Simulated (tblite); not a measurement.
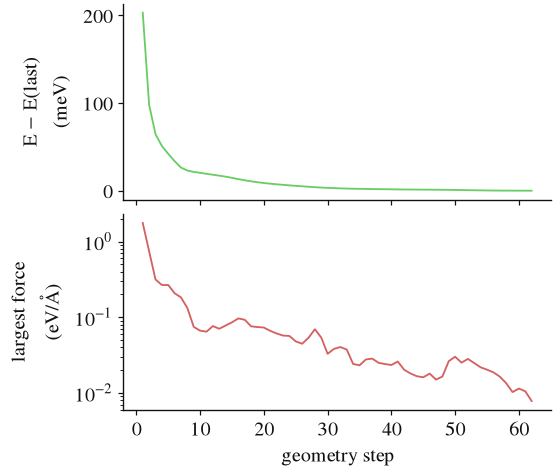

History of a geometry optimisation.

The run: C5H11F3N2 (SMILES C[C@H](NCCN)C(F)(F)F), by tblite, GFN2-xTB geometry optimisation, gas phase.

How did the optimisation end?

The optimisation met its thresholds at geometry 62, counting the start as the first. The energy fell by about 200 meV from the first step to the last. The largest force goes from about 1.8 eV/Å at the start to 8 × 10⁻³ eV/Å at the end.
